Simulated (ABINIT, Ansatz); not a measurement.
# InH (Fm-3m): zone-centre phonons

Aim: the zone-centre modes of InH (Fm-3m).

Method: DFT LDA, scalar-relativistic, plane waves, HGH norm-conserving pseudopotentials, in ABINIT 10.8.3.

The structure was built from a prototype and need not be the compound's stable phase.

**1. Set-up**

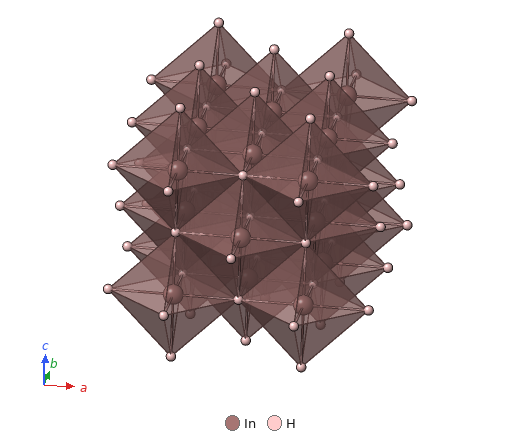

The cell as given, slightly off an axis (indium brown, hydrogen pink). 1×2×1 cells are drawn. This picture shows the conventional cell, with its axes. Some periodic images of atoms are drawn too.

**2. Relaxing the cell and atoms**

Frequencies change by per cents with a per cent of volume, so the structure is first brought to rest at this level of theory.

The starting cell comes from a relaxation made beforehand in Ansatz (LDA, PseudoDojo NC).

relax.abi

```
# relaxation
ionmov 2
optcell 2
dilatmx 1.08
ntime 40
tolmxf 1.0d-05
tolvrs 1.0d-14
prtwf 0
prtden 0
chksymtnons 0

# basis, mesh and filling
ecut 35.0
ecutsm 0.5
ixc 7
ngkpt 12 12 12
nshiftk 1
shiftk 0.0 0.0 0.0
istwfk *1
occopt 7
tsmear 0.01
nband 7
nstep 100
diemac 1000000.0
prtebands 0
prtgsr 0

# cell and atoms
acell 3*1.0 Angstrom
rprim 
    0.0 2.417774469 2.417774469
    2.417774469 0.0 2.417774469
    2.417774469 2.417774469 0.0
ntypat 2
znucl 49 1
natom 2
typat 1 2
xred 
    0.0 0.0 0.0
    0.5 0.5 0.5
pp_dirpath "./pseudo"
pseudos "In.hgh, H.hgh"
```

On the command line:

```sh
> OMP_NUM_THREADS=1 mpirun -n 2 abinit relax.abi > relax.log
```

Numbers of over 12 decimals in the logs are rounded to 6 here.

relax.abo, the main output file:

```text
[banners, grids, parts of the stress and lines that vanish by symmetry left out]
- input  file    -> relax.abi
- output file    -> relax.abo
- root for input  files -> relaxi
[...]
Symmetries : space group Fm -3 m (#225); Bravais cF (face-center cubic)
[...]
mpw =        2421          nfft =       64000          nkpt =          72
[...]
== DATASET  1 ==================================================================
[...]
cutoff_energies: {ecut:  35.0, pawecutdg:  -1.0, }
[...]
Exchange-correlation functional for the present dataset will be:
  LDA: Perdew-Wang 92 LSD fit to Ceperley-Alder data - ixc=7
[...]
ETOT  1  -2.590809    -2.591E+00 2.085E-02 2.899E+01
 ETOT  2  -2.597283    -6.474E-03 2.959E-03 8.482E-01
 ETOT  3  -2.597314    -3.110E-05 3.407E-04 9.578E-02
 ETOT  4  -2.597322    -7.833E-06 1.327E-04 1.814E-03
 ETOT  5  -2.597322    -9.351E-08 1.985E-05 8.504E-06
[...]
At SCF step    9       vres2   =  2.69E-15 < tolvrs=  1.00E-14 =>converged.
[...]
sigma(1 1)=  4.54264549E-05  sigma(3 2)=  0.00000000E+00
  sigma(2 2)=  4.54264549E-05  sigma(3 1)=  0.00000000E+00
  sigma(3 3)=  4.54264549E-05  sigma(2 1)=  0.00000000E+00
[...]
convergence: {deltae:  1.910E-14, res2:  2.694E-15, residm:  8.762E-06, diffor: null, }
etotal    :  -2.59732199E+00
[...]
ETOT  1  -2.597353    -2.597E+00 2.434E-04 1.387E-02
[...]
At SCF step    7       vres2   =  2.23E-15 < tolvrs=  1.00E-14 =>converged.
[...]
sigma(1 1)=  3.97256682E-05  sigma(3 2)=  0.00000000E+00
  sigma(2 2)=  3.97256682E-05  sigma(3 1)=  0.00000000E+00
  sigma(3 3)=  3.97256682E-05  sigma(2 1)=  0.00000000E+00
[...]
convergence: {deltae: -2.176E-14, res2:  2.233E-15, residm:  3.848E-06, diffor: null, }
etotal    :  -2.59735515E+00
[...]
ETOT  1  -2.597375    -2.597E+00 8.623E+00 6.235E-01
[...]
At SCF step    8       vres2   =  3.85E-16 < tolvrs=  1.00E-14 =>converged.
[...]
sigma(1 1)= -3.25560343E-06  sigma(3 2)=  0.00000000E+00
  sigma(2 2)= -3.25560343E-06  sigma(3 1)=  0.00000000E+00
  sigma(3 3)= -3.25560343E-06  sigma(2 1)=  0.00000000E+00
[...]
convergence: {deltae: -4.396E-14, res2:  3.852E-16, residm:  2.564E-10, diffor: null, }
etotal    :  -2.59745262E+00
[...]
ETOT  1  -2.597453    -2.597E+00 3.906E-08 3.554E-03
[...]
At SCF step    7       vres2   =  4.98E-16 < tolvrs=  1.00E-14 =>converged.
[...]
sigma(1 1)=  1.22959317E-07  sigma(3 2)=  0.00000000E+00
  sigma(2 2)=  1.22959317E-07  sigma(3 1)=  0.00000000E+00
  sigma(3 3)=  1.22959317E-07  sigma(2 1)=  0.00000000E+00
[...]
convergence: {deltae:  2.975E-14, res2:  4.982E-16, residm:  3.132E-12, diffor: null, }
etotal    :  -2.59745321E+00
[...]
ETOT  1  -2.597453    -2.597E+00 6.460E-09 4.711E-06
[...]
ETOT  5  -2.597453     7.816E-14 2.793E-12 6.056E-14
 ETOT  6  -2.597453    -1.052E-13 2.973E-11 2.345E-16
 At SCF step    6       vres2   =  2.34E-16 < tolvrs=  1.00E-14 =>converged.
[...]
sigma(1 1)=  3.56178819E-09  sigma(3 2)=  0.00000000E+00
  sigma(2 2)=  3.56178820E-09  sigma(3 1)=  0.00000000E+00
  sigma(3 3)=  3.56178820E-09  sigma(2 1)=  0.00000000E+00
[...]
convergence: {deltae: -1.052E-13, res2:  2.345E-16, residm:  2.973E-11, diffor: null, }
etotal    :  -2.59745321E+00
[...]
At Broyd/MD step   5, gradients are converged :
[...]
sigma(1 1)=  3.56178819E-09  sigma(3 2)=  0.00000000E+00
  sigma(2 2)=  3.56178820E-09  sigma(3 1)=  0.00000000E+00
  sigma(3 3)=  3.56178820E-09  sigma(2 1)=  0.00000000E+00
[...]
- sigma(1 1)=  1.04791427E-04  sigma(3 2)=  0.00000000E+00
- sigma(2 2)=  1.04791427E-04  sigma(3 1)=  0.00000000E+00
- sigma(3 3)=  1.04791427E-04  sigma(2 1)=  0.00000000E+00
[...]
fcart     -0.0000000000E+00 -0.0000000000E+00 -0.0000000000E+00
           strten      3.5617881947E-09  3.5617881951E-09  3.5617881960E-09
================================================================================

[key lines of the parts left out:]
pressure_GPa:  -1.0479E-04
Total energy (etotal) [Ha]= -2.59745321244630E+00
```

It took 1.9 min on 2 MPI ranks of Arm Neoverse N1, shared host.

Relaxation path:

| step | energy less that of the first step (eV) | largest force (eV/Å) | volume (Å³) |
| --- | --- | --- | --- |
| 1 | 0.0000 | 0.0000 | 28.27 |
| 2 | -0.0009 | 0.0000 | 28.15 |
| 3 | -0.0036 | 0.0000 | 27.38 |
| 4 | -0.0036 | 0.0000 | 27.44 |
| 5 | -0.0036 | 0.0000 | 27.44 |

| conventional cell, symmetrised | before | after | change |
| --- | --- | --- | --- |
| a (Å) | 4.836 | 4.788 | -1.0 % |
| b (Å) | 4.836 | 4.788 | -1.0 % |
| c (Å) | 4.836 | 4.788 | -1.0 % |
| volume (Å³/atom) | 14.13 | 13.72 | -2.9 % |

The relaxed structure:

```xyz
2
Lattice="0.0000 2.3938 2.3938 2.3938 0.0000 2.3938 2.3938 2.3938 0.0000" Properties=species:S:1:pos:R:3 pbc="T T T"
In    0.0000    0.0000    0.0000
H     2.3938    2.3938    2.3938
```

This step gave:

* volume per atom: 13.72 Å³
* pressure: -1.05e-4 GPa
* gap on the k-mesh: 0 eV

The volume changes by -2.9 % from the cell with which this run began.

**3. Ground state**

The response is built on these wavefunctions, so the potential is converged far more tightly than an energy would need. ecutsm is kept as in the relaxation, so that the cell stays at rest. Occupations are smeared.

gs.abi

```
# ground state
tolvrs 1.0d-16
prtden 1
prtwf 1

# basis, mesh and filling
ecut 35.0
ecutsm 0.5
ixc 7
ngkpt 12 12 12
nshiftk 1
shiftk 0.0 0.0 0.0
istwfk *1
occopt 7
tsmear 0.01
nband 7
nstep 100
diemac 1000000.0
prtebands 0
prtgsr 0

# cell and atoms
acell 3*1.0 Angstrom
rprim 
    0.0 2.393826891 2.393826891
    2.393826891 0.0 2.393826891
    2.393826891 2.393826891 0.0
ntypat 2
znucl 49 1
natom 2
typat 1 2
xred 
    0.0 0.0 0.0
    0.5 0.5 0.5
pp_dirpath "./pseudo"
pseudos "In.hgh, H.hgh"
```

On the command line:

```sh
> OMP_NUM_THREADS=1 mpirun -n 2 abinit gs.abi > gs.log
```

gs.abo, the main output file:

```text
[banners, grids, parts of the stress and lines that vanish by symmetry left out]
- input  file    -> gs.abi
- output file    -> gs.abo
- root for input  files -> gsi
[...]
Symmetries : space group Fm -3 m (#225); Bravais cF (face-center cubic)
[...]
mpw =        1853          nfft =       46656          nkpt =          72
[...]
== DATASET  1 ==================================================================
[...]
cutoff_energies: {ecut:  35.0, pawecutdg:  -1.0, }
[...]
Exchange-correlation functional for the present dataset will be:
  LDA: Perdew-Wang 92 LSD fit to Ceperley-Alder data - ixc=7
[...]
ETOT  1  -2.591341    -2.591E+00 2.684E-02 2.007E+01
 ETOT  2  -2.597415    -6.074E-03 6.491E-04 6.223E-01
 ETOT  3  -2.597446    -3.089E-05 2.499E-04 6.641E-02
 ETOT  4  -2.597453    -7.380E-06 1.734E-04 1.343E-03
 ETOT  5  -2.597453    -9.348E-08 4.462E-05 5.538E-06
[...]
ETOT  9  -2.597453     2.309E-14 1.064E-06 1.776E-15
 ETOT 10  -2.597453    -2.442E-14 1.441E-06 8.166E-18
 At SCF step   10       vres2   =  8.17E-18 < tolvrs=  1.00E-16 =>converged.
[...]
sigma(1 1)=  3.56106428E-09  sigma(3 2)=  0.00000000E+00
  sigma(2 2)=  3.56106429E-09  sigma(3 1)=  0.00000000E+00
  sigma(3 3)=  3.56106428E-09  sigma(2 1)=  0.00000000E+00
[...]
convergence: {deltae: -2.442E-14, res2:  8.166E-18, residm:  1.441E-06, diffor: null, }
etotal    :  -2.59745321E+00
[...]
sigma(1 1)=  3.56106428E-09  sigma(3 2)=  0.00000000E+00
  sigma(2 2)=  3.56106429E-09  sigma(3 1)=  0.00000000E+00
  sigma(3 3)=  3.56106428E-09  sigma(2 1)=  0.00000000E+00
[...]
- sigma(1 1)=  1.04770128E-04  sigma(3 2)=  0.00000000E+00
- sigma(2 2)=  1.04770128E-04  sigma(3 1)=  0.00000000E+00
- sigma(3 3)=  1.04770128E-04  sigma(2 1)=  0.00000000E+00
[...]
fcart     -0.0000000000E+00 -0.0000000000E+00 -0.0000000000E+00
           strten      3.5610642842E-09  3.5610642850E-09  3.5610642837E-09
================================================================================

[key lines of the parts left out:]
pressure_GPa:  -1.0477E-04
```

Wall time 21 s (2 MPI ranks); 42 s of CPU time.

The cell stands at -1.0e-4 GPa, close enough for phonons.

**4. Zone-centre response**

At q = 0 one unit cell holds all displacements. The response is solved for single atoms along the cell's directions, and symmetry skips those that follow from others. The crystal is treated as a metal, which screens a static field, so no field response is asked.

dfpt_gamma.abi

```

# common to the responses
getwfk_filepath "gso_WFK"
kptopt 2
nqpt 1
qpt 0.0 0.0 0.0
asr 0
chneut 0

# displacements
rfphon 1
rfatpol 1 2
rfdir 1 1 1
tolvrs 1.0d-10
prtwf 0

# basis, mesh and filling
ecut 35.0
ecutsm 0.5
ixc 7
ngkpt 12 12 12
nshiftk 1
shiftk 0.0 0.0 0.0
istwfk *1
occopt 7
tsmear 0.01
nband 7
nstep 100
diemac 1000000.0
prtebands 0
prtgsr 0

# cell and atoms
acell 3*1.0 Angstrom
rprim 
    0.0 2.393826891 2.393826891
    2.393826891 0.0 2.393826891
    2.393826891 2.393826891 0.0
ntypat 2
znucl 49 1
natom 2
typat 1 2
xred 
    0.0 0.0 0.0
    0.5 0.5 0.5
pp_dirpath "./pseudo"
pseudos "In.hgh, H.hgh"
```

On the command line:

```sh
> OMP_NUM_THREADS=1 mpirun -n 2 abinit dfpt_gamma.abi > dfpt_gamma.log
```

dfpt_gamma.abo, the main output file:

```text
[banners, grids, parts of the stress and lines that vanish by symmetry left out]
- input  file    -> dfpt_gamma.abi
- output file    -> dfpt_gamma.abo
- root for input  files -> dfpt_gammai
- root for output files -> dfpt_gammao

 Symmetries : space group Fm -3 m (#225); Bravais cF (face-center cubic)
================================================================================
 Values of the parameters that define the memory need of the present run (RF).
     intxc =       0      iscf =       7    lmnmax =       6     lnmax =       6
     mgfft =      36  mpssoang =       3    mqgrid =    3001     natom =       2
  nloc_mem =       1    nspden =       1   nspinor =       1    nsppol =       1
      nsym =      48    n1xccc =       0    ntypat =       2    occopt =       7
   xclevel =       1
-    mband =           7        mffmem =           1         mkmem =         434
-   mkqmem =         434        mk1mem =         434           mpw =        1853
      nfft =       46656          nkpt =         868
- my_mband =           7
================================================================================
================================================================================

--------------------------------------------------------------------------------
------------- Echo of variables that govern the present computation ------------
--------------------------------------------------------------------------------
-
- outvars: echo of selected default values
-   iomode0 =  0 , fftalg0 =312 , wfoptalg0 =  0
-
- outvars: echo of global parameters not present in the input file
-  max_nthreads =    1
-
 -outvars: echo values of preprocessed input variables
 [... echo left out ...]
================================================================================

 chkinp: Checking input parameters for consistency.

[...]
== DATASET  1 ==================================================================
-   mpi_nproc: 2, omp_nthreads: 1 (-1 if OMP is not activated)

--- !DatasetInfo
iteration_state: {dtset: 1, }
dimensions: {natom: 2, nkpt: 868, mband: 7, nsppol: 1, nspinor: 1, nspden: 1, mpw: 1853, }
cutoff_energies: {ecut:  35.0, pawecutdg:  -1.0, }
electrons: {nelect:   4.00000000E+00, charge:   0.00000000E+00, occopt:   7.00000000E+00, tsmear:   1.00000000E-02, }
meta: {optdriver: 1, rfphon: 1, }
...

 mkfilename: getwfk from: gso_WFK

 Exchange-correlation functional for the present dataset will be:
  LDA: Perdew-Wang 92 LSD fit to Ceperley-Alder data - ixc=7
 Citation for XC functional:
  J.P.Perdew and Y.Wang, PRB 45, 13244 (1992)

 Real(R)+Recip(G) space primitive vectors, cartesian coordinates (Bohr,Bohr^-1):
 R(1)=  0.0000000  4.5236772  4.5236772  G(1)= -0.1105295  0.1105295  0.1105295
 R(2)=  4.5236772  0.0000000  4.5236772  G(2)=  0.1105295 -0.1105295  0.1105295
 R(3)=  4.5236772  4.5236772  0.0000000  G(3)=  0.1105295  0.1105295 -0.1105295
 Unit cell volume ucvol=  1.8514194E+02 bohr^3
 Angles (23,13,12)=  6.00000000E+01  6.00000000E+01  6.00000000E+01 degrees
 setup1 : take into account q-point for computing boxcut.

 getcut: wavevector=  0.0000  0.0000  0.0000  ngfft=  36  36  36
         ecut(hartree)=     35.000   => boxcut(ratio)=   2.11299

--- Pseudopotential description ------------------------------------------------
- pspini: atom type   1  psp file is ./pseudo/In.hgh

- pspini: atom type   2  psp file is ./pseudo/H.hgh

   6.90295193E+01                                ecore*ucvol(ha*bohr**3)
--------------------------------------------------------------------------------

 ==>  initialize data related to q vector <==

 The list of irreducible perturbations for this q vector is:
    1)    idir= 1    ipert=   1
    2)    idir= 1    ipert=   2

[...]
The perturbation idir=   2  ipert=   1 is
 symmetric of a previously calculated perturbation.
 So, its SCF calculation is not needed.

 The perturbation idir=   3  ipert=   1 is
 symmetric of a previously calculated perturbation.
 So, its SCF calculation is not needed.

 The perturbation idir=   2  ipert=   2 is
 symmetric of a previously calculated perturbation.
 So, its SCF calculation is not needed.

 The perturbation idir=   3  ipert=   2 is
 symmetric of a previously calculated perturbation.
 So, its SCF calculation is not needed.

--------------------------------------------------------------------------------
 Perturbation wavevector (in red.coord.)   0.000000  0.000000  0.000000
 Perturbation : displacement of atom   1   along direction   1
 Found     4 symmetries that leave the perturbation invariant.

[...]
dfpt_looppert : total number of electrons, from k and k+q
  fully or partially occupied states are    4.000000E+00 and    4.000000E+00.
 Initialisation of the first-order wave-functions :
  ireadwf=   0

--- !BeginCycle
iteration_state: {dtset: 1, }
solver: {iscf: 7, nstep: 100, nline: 4, wfoptalg: 0, }
tolerances: {tolvrs: 1.00E-10, }
...

     iter   2DEtotal(Ha)        deltaE(Ha) residm    vres2
-ETOT  1 -6.68800442430104E-02 -1.868E+01 1.610E-01 1.273E+03
 ETOT  2 -0.159656     -9.278E-02 3.966E-04 4.058E+01
 ETOT  3 -0.163903     -4.247E-03 2.081E-05 1.262E-01
 ETOT  4 -0.163924     -2.140E-05 9.580E-08 4.553E-04
 ETOT  5 -0.163924     -4.839E-08 2.238E-10 4.301E-06
[...]
At SCF step    7       vres2   =  4.41E-11 < tolvrs=  1.00E-10 =>converged.
[...]
Mean square residual over all n,k,spin=   48.783E-16; max=  22.170E-15

 Thirteen components of 2nd-order total energy (hartree) are
 1,2,3: 0th-order hamiltonian combined with 1st-order wavefunctions
     kin0=   1.96518369E+01 eigvalue=   5.05829740E-01  local=  -4.99459258E+00
 4,5,6: 1st-order hamiltonian combined with 1st and 0th-order wfs
 loc psp =  -6.79865237E+00  Hartree=   8.94226245E-01     xc=  -1.43885993E+00
 note that "loc psp" includes a xc core correction that could be resolved
 7,8,9: eventually, occupation + non-local contributions
    edocc=   1.07639732E+00     enl0=   3.08142582E+00   enl1=  -3.07538746E+01
 1-9 gives the relaxation energy (to be shifted if some occ is /=2.0)
   erelax=  -1.87762635E+01
 10,11,12 Non-relaxation  contributions : frozen-wavefunctions and Ewald
 fr.local=   8.82100013E-01 fr.nonlo=   1.49523286E+01  Ewald=   2.77791054E+00
 13,14 Frozen wf xc core corrections (1) and (2)
 frxc 1  =   0.00000000E+00  frxc 2 =   0.00000000E+00
 Resulting in :
 2DEtotal=   -0.1639242742E+00 Ha. Also 2DEtotal=   -0.446060674022E+01 eV
    (2DErelax=   -1.8776263455E+01 Ha. 2DEnonrelax=    1.8612339181E+01 Ha)
    (  non-var. 2DEtotal :   -1.6392431871E-01 Ha)

[...]
Perturbation wavevector (in red.coord.)   0.000000  0.000000  0.000000
 Perturbation : displacement of atom   2   along direction   1
 Found     4 symmetries that leave the perturbation invariant.

--------------------------------------------------------------------------------

--------------------------------------------------------------------------------

 dfpt_looppert : total number of electrons, from k and k+q
  fully or partially occupied states are    4.000000E+00 and    4.000000E+00.
 Initialisation of the first-order wave-functions :
  ireadwf=   0

--- !BeginCycle
iteration_state: {dtset: 1, }
solver: {iscf: 7, nstep: 100, nline: 4, wfoptalg: 0, }
tolerances: {tolvrs: 1.00E-10, }
...

     iter   2DEtotal(Ha)        deltaE(Ha) residm    vres2
-ETOT  1  0.773656     -3.761E+01 4.288E-01 4.419E+03
[...]
ETOT  6 -0.163913     -1.411E-09 5.052E-12 3.405E-08
 ETOT  7 -0.163913     -5.286E-12 1.920E-14 4.945E-11

 At SCF step    7       vres2   =  4.94E-11 < tolvrs=  1.00E-10 =>converged.
[...]
Mean square residual over all n,k,spin=   29.180E-16; max=  19.203E-15

 Thirteen components of 2nd-order total energy (hartree) are
 1,2,3: 0th-order hamiltonian combined with 1st-order wavefunctions
     kin0=   3.88811259E+01 eigvalue=   8.35114576E-01  local=  -8.64034966E+00
 4,5,6: 1st-order hamiltonian combined with 1st and 0th-order wfs
 loc psp =  -7.70910810E+01  Hartree=   7.02819363E+00     xc=  -4.62756085E+00
 note that "loc psp" includes a xc core correction that could be resolved
 7,8,9: eventually, occupation + non-local contributions
    edocc=   4.92729776E+00     enl0=   1.41719243E-01   enl1=   0.00000000E+00
 1-9 gives the relaxation energy (to be shifted if some occ is /=2.0)
   erelax=  -3.85455404E+01
 10,11,12 Non-relaxation  contributions : frozen-wavefunctions and Ewald
 fr.local=   3.56037170E+01 fr.nonlo=   0.00000000E+00  Ewald=   2.77791054E+00
 13,14 Frozen wf xc core corrections (1) and (2)
 frxc 1  =   0.00000000E+00  frxc 2 =   0.00000000E+00
 Resulting in :
 2DEtotal=   -0.1639129280E+00 Ha. Also 2DEtotal=   -0.446029799478E+01 eV
    (2DErelax=   -3.8545540434E+01 Ha. 2DEnonrelax=    3.8381627506E+01 Ha)
    (  non-var. 2DEtotal :   -1.6391300995E-01 Ha)

[...]
---- first-order wavefunction calculations are completed ----

 ==> Compute Derivative Database <==

 [... matrices left out ...]
  Phonon wavevector (reduced coordinates) :  0.00000  0.00000  0.00000
 Phonon energies in Hartree :
  -1.482862E-03 -1.482862E-03 -1.482862E-03  8.706935E-07  8.706946E-07
   8.706977E-07
 Phonon frequencies in cm-1    :
- -3.254507E+02 -3.254507E+02 -3.254507E+02  1.910951E-01  1.910954E-01
-  1.910961E-01

== END DATASET(S) ==============================================================
================================================================================

 -outvars: echo values of variables after computation
            acell      1.8897261259E+00  1.8897261259E+00  1.8897261259E+00 Bohr
           etotal     -1.6391292801E-01
            fcart      0.0000000000E+00  0.0000000000E+00  0.0000000000E+00
           strten      0.0000000000E+00  0.0000000000E+00  0.0000000000E+00
================================================================================
```

Wall time 100 s (2 MPI ranks); 3.3 min of CPU time.

Numbers from this step:

```
largest acoustic frequency at the zone centre before the sum rule : 0.19 cm⁻¹
highest optical zone-centre mode (no LO-TO term)                  : -325.4 cm⁻¹
lowest optical zone-centre mode                                   : -325.4 cm⁻¹
```

The acoustic modes at Γ come out as far as 0.2 cm⁻¹ from zero, where they should vanish, a small numerical error. The lowest optical mode is imaginary, 325i cm⁻¹, an instability at this level and on this k mesh.

(Continued in part 2 of 2.)

[Host names and launcher messages were left out of these logs when they were recorded.]

[Logs are printed without paths, hosts, clocks, repeated set-up lines and the standing remarks that a program may print on its own settings, such as how far it seeks lower states.]

[Hosts, paths, dates, database ids (printed as entryN), source tags and the programs' standing remarks are cut or masked in the printed files.]
